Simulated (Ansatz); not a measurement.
Run report: BH$_{5}$S, molecular dynamics (part 2 of 2)

Continued. System: BH$_{5}$S. Method: RKS PBE0-D4/def2-SVPD (Ansatz 0.2.0). 

Geometry of the input (Å):
```
B  -0.1781  -0.6083  -0.2193
S  0.9769  1.0816  -0.1955
H  -1.2011  -0.3811  -0.7849
H  0.5850  -1.4646  -0.5478
H  0.2551  0.1724  0.8585
H  -0.4150  -0.7755  1.0132
H  -0.0229  1.9758  -0.1242
```

Trajectory as extended XYZ, continued:
```
7
Properties=species:S:1:pos:R:3:forces:R:3 step=13 time_fs=3.2 energy=-11583.06324 temperature=118.1
B    -0.1853   -0.6022   -0.2216    2.0852  -0.7156   1.1569
S     0.9756    1.0790   -0.1976    0.2539  -0.3845   0.4258
H    -1.1349   -0.3321   -0.8010   -1.3984   0.1781  -0.6853
H     0.6440   -1.4599   -0.5666   -0.6755   0.4112   0.2652
H     0.2797    0.1916    0.9444   -0.0263  -0.1267  -0.7482
H    -0.4272   -0.7886    1.0509    0.1089   0.1334  -0.4264
H    -0.0432    1.9317   -0.1200   -0.3478   0.5042   0.0119
7
Properties=species:S:1:pos:R:3:forces:R:3 step=14 time_fs=3.5 energy=-11583.06258 temperature=117.0
B    -0.1851   -0.6020   -0.2214    2.0080  -0.6922   1.1216
S     0.9756    1.0788   -0.1977    0.2074  -0.3516   0.4570
H    -1.1354   -0.3274   -0.8051   -1.3051   0.1418  -0.6223
H     0.6464   -1.4583   -0.5673   -0.6936   0.4118   0.2708
H     0.2815    0.1926    0.9488   -0.0246  -0.1251  -0.7876
H    -0.4279   -0.7892    1.0526    0.1120   0.1390  -0.4484
H    -0.0464    1.9304   -0.1196   -0.3040   0.4763   0.0088
7
Properties=species:S:1:pos:R:3:forces:R:3 step=15 time_fs=3.8 energy=-11583.06367 temperature=118.7
B    -0.1848   -0.6018   -0.2211    1.8992  -0.6554   1.0691
S     0.9755    1.0785   -0.1978    0.1551  -0.3117   0.4863
H    -1.1367   -0.3227   -0.8096   -1.1885   0.0985  -0.5446
H     0.6485   -1.4564   -0.5677   -0.7038   0.4053   0.2731
H     0.2833    0.1935    0.9527   -0.0226  -0.1223  -0.8224
H    -0.4284   -0.7897    1.0540    0.1139   0.1433  -0.4668
H    -0.0498    1.9294   -0.1192   -0.2533   0.4422   0.0052
7
Properties=species:S:1:pos:R:3:forces:R:3 step=16 time_fs=4.0 energy=-11583.06604 temperature=122.3
B    -0.1844   -0.6016   -0.2208    1.7631  -0.6062   1.0019
S     0.9755    1.0783   -0.1980    0.0982  -0.2657   0.5138
H    -1.1387   -0.3179   -0.8144   -1.0528   0.0491  -0.4547
H     0.6501   -1.4543   -0.5680   -0.7062   0.3918   0.2721
H     0.2850    0.1944    0.9561   -0.0203  -0.1185  -0.8526
H    -0.4289   -0.7901    1.0552    0.1147   0.1465  -0.4818
H    -0.0533    1.9287   -0.1188   -0.1965   0.4030   0.0012
7
Properties=species:S:1:pos:R:3:forces:R:3 step=17 time_fs=4.2 energy=-11583.06914 temperature=127.0
B    -0.1839   -0.6015   -0.2204    1.6043  -0.5460   0.9228
S     0.9754    1.0780   -0.1981    0.0377  -0.2148   0.5392
H    -1.1414   -0.3131   -0.8194   -0.9026  -0.0050  -0.3554
H     0.6513   -1.4519   -0.5682   -0.7008   0.3714   0.2678
H     0.2868    0.1952    0.9591   -0.0177  -0.1136  -0.8781
H    -0.4293   -0.7905    1.0560    0.1142   0.1484  -0.4931
H    -0.0570    1.9282   -0.1184   -0.1350   0.3596  -0.0031
7
Properties=species:S:1:pos:R:3:forces:R:3 step=18 time_fs=4.5 energy=-11583.07245 temperature=132.1
B    -0.1834   -0.6014   -0.2200    1.4274  -0.4762   0.8345
S     0.9754    1.0777   -0.1981   -0.0252  -0.1598   0.5624
H    -1.1446   -0.3083   -0.8247   -0.7423  -0.0625  -0.2493
H     0.6521   -1.4494   -0.5681   -0.6878   0.3443   0.2601
H     0.2885    0.1959    0.9615   -0.0148  -0.1077  -0.8991
H    -0.4296   -0.7907    1.0566    0.1125   0.1490  -0.5010
H    -0.0607    1.9279   -0.1180   -0.0698   0.3130  -0.0077
7
Properties=species:S:1:pos:R:3:forces:R:3 step=19 time_fs=4.8 energy=-11583.07550 temperature=136.8
B    -0.1827   -0.6014   -0.2195    1.2371  -0.3984   0.7400
S     0.9753    1.0775   -0.1982   -0.0893  -0.1018   0.5832
H    -1.1482   -0.3036   -0.8301   -0.5764  -0.1222  -0.1393
H     0.6525   -1.4466   -0.5680   -0.6672   0.3107   0.2492
H     0.2902    0.1965    0.9633   -0.0116  -0.1009  -0.9154
H    -0.4299   -0.7909    1.0569    0.1097   0.1484  -0.5054
H    -0.0645    1.9278   -0.1176   -0.0023   0.2643  -0.0124
7
Properties=species:S:1:pos:R:3:forces:R:3 step=20 time_fs=5.0 energy=-11583.07789 temperature=140.5
B    -0.1820   -0.6013   -0.2190    1.0375  -0.3141   0.6419
S     0.9753    1.0772   -0.1983   -0.1534  -0.0420   0.6015
H    -1.1521   -0.2989   -0.8356   -0.4087  -0.1825  -0.0279
H     0.6525   -1.4436   -0.5676   -0.6393   0.2709   0.2351
H     0.2919    0.1971    0.9646   -0.0083  -0.0932  -0.9270
H    -0.4301   -0.7910    1.0568    0.1058   0.1465  -0.5063
H    -0.0682    1.9278   -0.1172    0.0663   0.2144  -0.0172
7
Properties=species:S:1:pos:R:3:forces:R:3 step=21 time_fs=5.2 energy=-11583.07934 temperature=142.7
B    -0.1812   -0.6013   -0.2184    0.8326  -0.2249   0.5423
S     0.9752    1.0769   -0.1983   -0.2163   0.0189   0.6171
H    -1.1564   -0.2943   -0.8411   -0.2429  -0.2425   0.0825
H     0.6521   -1.4405   -0.5672   -0.6044   0.2253   0.2178
H     0.2936    0.1976    0.9654   -0.0046  -0.0847  -0.9340
H    -0.4302   -0.7909    1.0565    0.1007   0.1434  -0.5038
H    -0.0720    1.9280   -0.1169    0.1349   0.1644  -0.0219
7
Properties=species:S:1:pos:R:3:forces:R:3 step=22 time_fs=5.5 energy=-11583.07968 temperature=143.3
B    -0.1804   -0.6013   -0.2178    0.6256  -0.1320   0.4434
S     0.9752    1.0766   -0.1984   -0.2769   0.0799   0.6298
H    -1.1607   -0.2898   -0.8466   -0.0820  -0.3009   0.1899
H     0.6513   -1.4372   -0.5666   -0.5627   0.1741   0.1976
H     0.2953    0.1981    0.9656   -0.0008  -0.0753  -0.9363
H    -0.4303   -0.7909    1.0559    0.0945   0.1392  -0.4980
H    -0.0756    1.9283   -0.1165    0.2023   0.1150  -0.0264
7
Properties=species:S:1:pos:R:3:forces:R:3 step=23 time_fs=5.8 energy=-11583.07886 temperature=142.0
B    -0.1795   -0.6013   -0.2172    0.4194  -0.0370   0.3466
S     0.9751    1.0764   -0.1984   -0.3341   0.1402   0.6397
H    -1.1651   -0.2856   -0.8519    0.0717  -0.3568   0.2927
H     0.6502   -1.4339   -0.5659   -0.5148   0.1179   0.1745
H     0.2970    0.1985    0.9653    0.0031  -0.0652  -0.9340
H    -0.4304   -0.7907    1.0549    0.0872   0.1338  -0.4887
H    -0.0792    1.9287   -0.1162    0.2675   0.0671  -0.0308
7
Properties=species:S:1:pos:R:3:forces:R:3 step=24 time_fs=6.0 energy=-11583.07693 temperature=139.1
B    -0.1786   -0.6012   -0.2165    0.2164   0.0589   0.2533
S     0.9750    1.0761   -0.1984   -0.3872   0.1990   0.6464
H    -1.1695   -0.2815   -0.8571    0.2163  -0.4095   0.3895
H     0.6488   -1.4304   -0.5651   -0.4611   0.0571   0.1488
H     0.2987    0.1989    0.9643    0.0072  -0.0544  -0.9269
H    -0.4303   -0.7904    1.0537    0.0789   0.1273  -0.4762
H    -0.0826    1.9291   -0.1158    0.3295   0.0215  -0.0349
7
Properties=species:S:1:pos:R:3:forces:R:3 step=25 time_fs=6.2 energy=-11583.07403 temperature=134.6
B    -0.1777   -0.6012   -0.2159    0.0186   0.1545   0.1641
S     0.9750    1.0758   -0.1985   -0.4351   0.2559   0.6501
H    -1.1737   -0.2777   -0.8621    0.3502  -0.4584   0.4792
H     0.6471   -1.4269   -0.5641   -0.4023  -0.0075   0.1206
H     0.3004    0.1993    0.9629    0.0113  -0.0431  -0.9150
H    -0.4303   -0.7901    1.0522    0.0696   0.1198  -0.4603
H    -0.0857    1.9295   -0.1155    0.3875  -0.0212  -0.0386
7
Properties=species:S:1:pos:R:3:forces:R:3 step=26 time_fs=6.5 energy=-11583.07036 temperature=129.0
B    -0.1768   -0.6012   -0.2152   -0.1722   0.2486   0.0796
S     0.9749    1.0756   -0.1985   -0.4771   0.3101   0.6504
H    -1.1777   -0.2742   -0.8667    0.4726  -0.5029   0.5612
H     0.6452   -1.4235   -0.5632   -0.3390  -0.0753   0.0904
H     0.3021    0.1996    0.9609    0.0155  -0.0311  -0.8984
H    -0.4301   -0.7897    1.0504    0.0594   0.1112  -0.4412
H    -0.0887    1.9299   -0.1153    0.4408  -0.0606  -0.0420
7
Properties=species:S:1:pos:R:3:forces:R:3 step=27 time_fs=6.8 energy=-11583.06617 temperature=122.6
B    -0.1759   -0.6012   -0.2146   -0.3546   0.3399  -0.0001
S     0.9748    1.0753   -0.1984   -0.5126   0.3614   0.6475
H    -1.1815   -0.2709   -0.8711    0.5828  -0.5429   0.6350
H     0.6431   -1.4200   -0.5621   -0.2721  -0.1454   0.0585
H     0.3039    0.2000    0.9583    0.0196  -0.0188  -0.8770
H    -0.4300   -0.7892    1.0483    0.0482   0.1017  -0.4188
H    -0.0914    1.9302   -0.1150    0.4887  -0.0960  -0.0449
7
Properties=species:S:1:pos:R:3:forces:R:3 step=28 time_fs=7.0 energy=-11583.06176 temperature=115.8
B    -0.1750   -0.6011   -0.2139   -0.5273   0.4273  -0.0749
S     0.9747    1.0750   -0.1984   -0.5411   0.4092   0.6411
H    -1.1849   -0.2680   -0.8750    0.6804  -0.5780   0.7001
H     0.6408   -1.4167   -0.5611   -0.2026  -0.2168   0.0252
H     0.3056    0.2003    0.9552    0.0237  -0.0061  -0.8508
H    -0.4298   -0.7887    1.0460    0.0362   0.0914  -0.3933
H    -0.0938    1.9305   -0.1148    0.5307  -0.1271  -0.0474
7
Properties=species:S:1:pos:R:3:forces:R:3 step=29 time_fs=7.2 energy=-11583.05743 temperature=109.1
B    -0.1742   -0.6011   -0.2132   -0.6892   0.5094  -0.1451
S     0.9746    1.0748   -0.1984   -0.5620   0.4535   0.6312
H    -1.1879   -0.2655   -0.8785    0.7653  -0.6080   0.7564
H     0.6384   -1.4135   -0.5600   -0.1316  -0.2885  -0.0089
H     0.3074    0.2006    0.9516    0.0277   0.0069  -0.8197
H    -0.4296   -0.7881    1.0435    0.0235   0.0803  -0.3647
H    -0.0958    1.9307   -0.1146    0.5664  -0.1536  -0.0493
7
Properties=species:S:1:pos:R:3:forces:R:3 step=30 time_fs=7.5 energy=-11583.05349 temperature=103.1
B    -0.1734   -0.6009   -0.2126   -0.8390   0.5850  -0.2110
S     0.9745    1.0746   -0.1983   -0.5749   0.4939   0.6179
H    -1.1904   -0.2633   -0.8816    0.8375  -0.6330   0.8038
H     0.6359   -1.4105   -0.5589   -0.0603  -0.3592  -0.0432
H     0.3091    0.2009    0.9475    0.0314   0.0200  -0.7837
H    -0.4294   -0.7874    1.0407    0.0101   0.0686  -0.3330
H    -0.0976    1.9309   -0.1144    0.5953  -0.1752  -0.0508
7
Properties=species:S:1:pos:R:3:forces:R:3 step=31 time_fs=7.8 energy=-11583.05023 temperature=98.1
B    -0.1726   -0.6008   -0.2119   -0.9757   0.6529  -0.2732
S     0.9743    1.0743   -0.1983   -0.5796   0.5303   0.6009
H    -1.1924   -0.2615   -0.8842    0.8970  -0.6529   0.8424
H     0.6334   -1.4076   -0.5578    0.0100  -0.4278  -0.0772
H     0.3109    0.2012    0.9430    0.0349   0.0330  -0.7429
H    -0.4292   -0.7868    1.0377   -0.0038   0.0562  -0.2984
H    -0.0989    1.9309   -0.1142    0.6172  -0.1916  -0.0516
7
Properties=species:S:1:pos:R:3:forces:R:3 step=32 time_fs=8.0 energy=-11583.04791 temperature=94.5
B    -0.1719   -0.6006   -0.2113   -1.0980   0.7115  -0.3321
S     0.9742    1.0741   -0.1982   -0.5759   0.5626   0.5804
H    -1.1939   -0.2600   -0.8863    0.9440  -0.6677   0.8722
H     0.6309   -1.4051   -0.5568    0.0780  -0.4928  -0.1103
H     0.3127    0.2015    0.9380    0.0381   0.0460  -0.6972
H    -0.4289   -0.7861    1.0346   -0.0182   0.0433  -0.2611
H    -0.1000    1.9308   -0.1141    0.6320  -0.2029  -0.0520
7
Properties=species:S:1:pos:R:3:forces:R:3 step=33 time_fs=8.2 energy=-11583.04677 temperature=92.8
B    -0.1713   -0.6004   -0.2107   -1.2048   0.7596  -0.3882
S     0.9740    1.0739   -0.1981   -0.5635   0.5907   0.5563
H    -1.1948   -0.2590   -0.8879    0.9787  -0.6773   0.8932
H     0.6284   -1.4028   -0.5559    0.1423  -0.5530  -0.1417
H     0.3145    0.2019    0.9326    0.0408   0.0586  -0.6467
H    -0.4287   -0.7853    1.0313   -0.0329   0.0301  -0.2212
H    -0.1006    1.9306   -0.1141    0.6394  -0.2088  -0.0517
7
Properties=species:S:1:pos:R:3:forces:R:3 step=34 time_fs=8.5 energy=-11583.04697 temperature=93.1
B    -0.1707   -0.6002   -0.2101   -1.2949   0.7959  -0.4419
S     0.9739    1.0737   -0.1980   -0.5423   0.6147   0.5285
H    -1.1952   -0.2584   -0.8889    1.0011  -0.6819   0.9055
H     0.6260   -1.4009   -0.5550    0.2016  -0.6069  -0.1709
H     0.3164    0.2023    0.9268    0.0431   0.0708  -0.5914
H    -0.4286   -0.7846    1.0279   -0.0479   0.0166  -0.1789
H    -0.1008    1.9303   -0.1140    0.6394  -0.2092  -0.0509
7
Properties=species:S:1:pos:R:3:forces:R:3 step=35 time_fs=8.8 energy=-11583.04863 temperature=95.7
B    -0.1702   -0.5999   -0.2096   -1.3673   0.8192  -0.4935
S     0.9737    1.0736   -0.1979   -0.5124   0.6346   0.4972
H    -1.1949   -0.2582   -0.8894    1.0113  -0.6814   0.9091
H     0.6237   -1.3993   -0.5543    0.2545  -0.6534  -0.1972
H     0.3183    0.2028    0.9206    0.0448   0.0824  -0.5315
H    -0.4284   -0.7838    1.0243   -0.0629   0.0029  -0.1346
H    -0.1007    1.9298   -0.1140    0.6320  -0.2043  -0.0495
7
Properties=species:S:1:pos:R:3:forces:R:3 step=36 time_fs=9.0 energy=-11583.05180 temperature=100.7
B    -0.1698   -0.5995   -0.2090   -1.4208   0.8282  -0.5431
S     0.9735    1.0734   -0.1978   -0.4739   0.6504   0.4622
H    -1.1940   -0.2584   -0.8893    1.0094  -0.6759   0.9040
H     0.6216   -1.3981   -0.5537    0.2999  -0.6912  -0.2200
H     0.3202    0.2033    0.9142    0.0459   0.0932  -0.4670
H    -0.4283   -0.7830    1.0207   -0.0778  -0.0108  -0.0884
H    -0.1002    1.9292   -0.1140    0.6172  -0.1939  -0.0476
7
Properties=species:S:1:pos:R:3:forces:R:3 step=37 time_fs=9.2 energy=-11583.05645 temperature=107.9
B    -0.1694   -0.5991   -0.2085   -1.4545   0.8220  -0.5908
S     0.9733    1.0732   -0.1976   -0.4267   0.6623   0.4238
H    -1.1926   -0.2590   -0.8887    0.9954  -0.6654   0.8901
H     0.6197   -1.3973   -0.5532    0.3369  -0.7193  -0.2389
H     0.3221    0.2038    0.9074    0.0462   0.1030  -0.3982
H    -0.4282   -0.7823    1.0171   -0.0924  -0.0244  -0.0409
H    -0.0993    1.9285   -0.1140    0.5952  -0.1782  -0.0451
7
Properties=species:S:1:pos:R:3:forces:R:3 step=38 time_fs=9.5 energy=-11583.06246 temperature=117.2
B    -0.1692   -0.5987   -0.2081   -1.4675   0.8000  -0.6364
S     0.9731    1.0731   -0.1975   -0.3713   0.6704   0.3819
H    -1.1905   -0.2599   -0.8876    0.9690  -0.6499   0.8674
H     0.6179   -1.3970   -0.5528    0.3645  -0.7371  -0.2533
H     0.3241    0.2044    0.9004    0.0458   0.1117  -0.3252
H    -0.4282   -0.7815    1.0134   -0.1066  -0.0377   0.0077
H    -0.0981    1.9277   -0.1141    0.5661  -0.1574  -0.0421
7
Properties=species:S:1:pos:R:3:forces:R:3 step=39 time_fs=9.8 energy=-11583.06964 temperature=128.3
B    -0.1690   -0.5982   -0.2076   -1.4592   0.7615  -0.6793
S     0.9729    1.0730   -0.1974   -0.3077   0.6748   0.3368
H    -1.1879   -0.2613   -0.8860    0.9303  -0.6293   0.8357
H     0.6164   -1.3971   -0.5526    0.3823  -0.7438  -0.2631
H     0.3261    0.2051    0.8932    0.0444   0.1190  -0.2484
H    -0.4282   -0.7808    1.0097   -0.1203  -0.0507   0.0568
H    -0.0965    1.9268   -0.1142    0.5302  -0.1315  -0.0385
7
Properties=species:S:1:pos:R:3:forces:R:3 step=40 time_fs=10.0 energy=-11583.07771 temperature=140.8
B    -0.1689   -0.5977   -0.2072   -1.4293   0.7065  -0.7188
S     0.9727    1.0728   -0.1972   -0.2366   0.6759   0.2884
H    -1.1847   -0.2631   -0.8838    0.8789  -0.6038   0.7950
H     0.6151   -1.3976   -0.5525    0.3901  -0.7392  -0.2680
H     0.3281    0.2059    0.8859    0.0421   0.1248  -0.1681
H    -0.4283   -0.7801    1.0060   -0.1331  -0.0632   0.1059
H    -0.0946    1.9258   -0.1143    0.4879  -0.1009  -0.0344
```

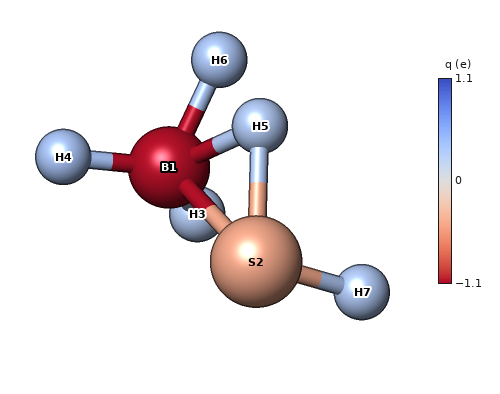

**Figure 1.** Mulliken charges, as the colour of each atom (ball-and-stick view, seen at a tilt; atoms are numbered from 1 in the order of the input). By element: B −1.07, S −0.45 and H +0.27 to +0.34 e.

Summary:

```csv
quantity,value
outcome,finished
mean temperature over the second half,119 K
trajectory,"40 steps, 10 fs"
ensemble,nvt_nose_hoover
temperature in the input,300 K
time step,0.25 fs
potential energy (last step),−11583.0778 eV
mean-field energy (last step),−11583.0047 eV
dispersion energy (last step),−0.0730 eV
SCF solution under orbital rotations (last step),stable
largest force (length of the vector) (last step),1.749 eV/Å
dipole moment (last step),1.64 D
hardware,"2 threads of Arm Neoverse V1, 23 GiB of memory available, shared host"
wall time,43 s (CPU time 82 s)
peak memory,0.34 GiB
```

Notes:

So short a trajectory is not equilibrated. The temperature stays far from the 300 K of the thermostat over the second half: the run isn't equilibrated.
